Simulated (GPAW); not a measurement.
# BF₃: geometry relaxation

System: BF₃, SMILES FB(F)F.
Method: BLYP/sz(dzp), dispersion D3(0), scalar-relativistic datasets (GPAW 26.7.0).

The geometry comes from this level: UFF from SMILES.

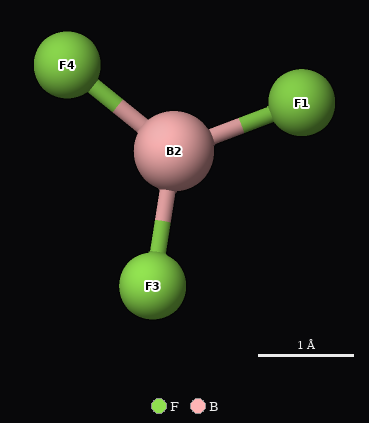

*The structure as given in the input (ball-and-stick view, seen on its broad side; atoms are numbered from 1 in the order of the input).*

Bond lengths as drawn: B–F 1.44 Å.

Input (molecule_relax.py)
```python
from ase import Atoms
from ase.calculators.mixing import SumCalculator
from ase.io import write
from ase.optimize import QuasiNewton
from dftd3.ase import DFTD3
from gpaw import GPAW, setup_paths
from gpaw.atom.configurations import parameters
from gpaw.atom.generator import Generator
from rdkit import Chem
from rdkit.Chem import AllChem

# Atomic positions
rd = Chem.AddHs(Chem.MolFromSmiles("FB(F)F"))
AllChem.EmbedMolecule(rd, randomSeed=432)
AllChem.UFFOptimizeMolecule(rd)
atoms = Atoms([a.GetSymbol() for a in rd.GetAtoms()], positions=rd.GetConformer().GetPositions())
write("start.xyz", atoms)
atoms.center(vacuum=3.5)

# Generate the setups first
for symbol in ["B", "F"]:
    Generator(symbol, xcname="BLYP", scalarrel=True, nofiles=True, txt=None).run(**parameters[symbol])
setup_paths.insert(0, ".")

# Calculator
dft = GPAW(mode="lcao",
           basis="sz(dzp)",
           h=0.15,
           xc="BLYP",
           maxiter=100,
           poissonsolver={"name": "fast"},
           symmetry="off",
           txt="molecule.txt")
atoms.calc = SumCalculator([DFTD3(method="BLYP", damping="d3zero"), dft])

opt = QuasiNewton(atoms, trajectory="molecule.traj")
converged = opt.run(fmax=0.05, steps=100)
print("Converged:", converged)
print(f"Final energy: {atoms.get_potential_energy():.5f} eV")
write("relaxed.xyz", atoms)
```

Machine: 1 thread of Arm Neoverse V2, 24 GiB of memory available, shared host.

Launch command:
```bash
python molecule_relax.py > molecule_relax.log
```

The program's output
```
Step[ FC]     Time          Energy          fmax
BFGSLineSearch:    0[  0] 00:00:00      -15.181238       0.3360
BFGSLineSearch:    1[  2] 00:00:05      -15.185766       0.0514
BFGSLineSearch:    2[  4] 00:00:09      -15.185839       0.0540
BFGSLineSearch:    3[  6] 00:00:12      -15.185961       0.0180
Converged: True
Final energy: -15.18596 eV
```

Trajectory as extended XYZ (Å, eV, eV/Å), 4 frames, from step=0 to step=3
```
4
Properties=species:S:1:pos:R:3:forces:R:3 step=0 energy=-15.18124
F     5.9943    3.6886    3.5000    0.3098  -0.1292   0.0165
B     4.6926    4.3144    3.5098   -0.0049  -0.0052  -0.0048
F     3.5000    3.5000    3.5259   -0.2720  -0.1742   0.0179
F     4.5836    5.7545    3.5017   -0.0251   0.3114  -0.0079
4
Properties=species:S:1:pos:R:3:forces:R:3 step=1 energy=-15.18577
F     6.0032    3.6849    3.5005   -0.0124   0.0498  -0.0027
B     4.6925    4.3142    3.5096    0.0104  -0.0082  -0.0014
F     3.4921    3.4950    3.5264   -0.0094  -0.0178   0.0213
F     4.5829    5.7635    3.5014    0.0042   0.0180  -0.0028
4
Properties=species:S:1:pos:R:3:forces:R:3 step=2 energy=-15.18584
F     6.0029    3.6866    3.5004    0.0252   0.0176   0.0020
B     4.6929    4.3139    3.5096   -0.0457   0.0288   0.0011
F     3.4917    3.4943    3.5272    0.0132  -0.0054   0.0192
F     4.5830    5.7643    3.5013    0.0037  -0.0113  -0.0020
4
Properties=species:S:1:pos:R:3:forces:R:3 step=3 energy=-15.18596
F     6.0036    3.6903    3.5003   -0.0014  -0.0044   0.0103
B     4.6912    4.3149    3.5096   -0.0001   0.0056   0.0070
F     3.4917    3.4929    3.5294    0.0144   0.0026   0.0104
F     4.5835    5.7649    3.5011   -0.0127   0.0020  -0.0023
```

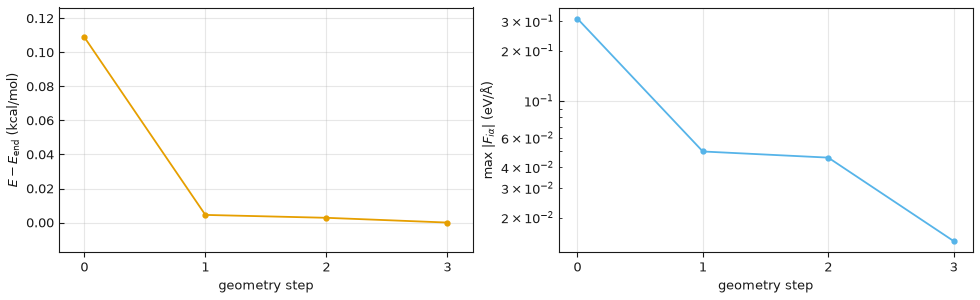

*Progress of the relaxation, step by step (steps are counted from 0).*

Over 3 geometry steps the energy falls by 0.11 kcal/mol. The largest force component goes from 0.31 to 0.014 eV/Å. F3 moves most after the best rigid fit: 0.012 Å. Largest moves by element: F 0.012 Å, B 0.002 Å. Among the contacts that change: B2–F3 1.444 → 1.454 Å. (Atoms are counted from 1 in the order of the input.)

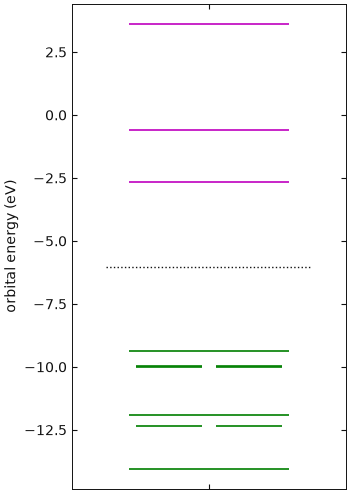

*Orbital energies near the frontier; the dotted line parts filled from empty levels, and levels within 0.02 eV of each other stand side by side.*

Highest filled −9.38 eV, lowest empty −2.68 eV, 6.70 eV apart.

Results in brief

- outcome: converged
- energy relative to the program's reference atoms: −15.1860 eV
- dispersion energy: −0.001257 hartree
- basis functions: 16
- largest force: 0.018 eV/Å
- HOMO: −9.38 eV
- LUMO: −2.68 eV
- dipole moment: 0.01 D
- wall time: 18 s
- peak memory: 0.53 GiB

Notes

Settings chosen away from the usual ones: h set to 0.15 (from 0.18). Further notes kept with the run: datasets made with stock radii, not tested.
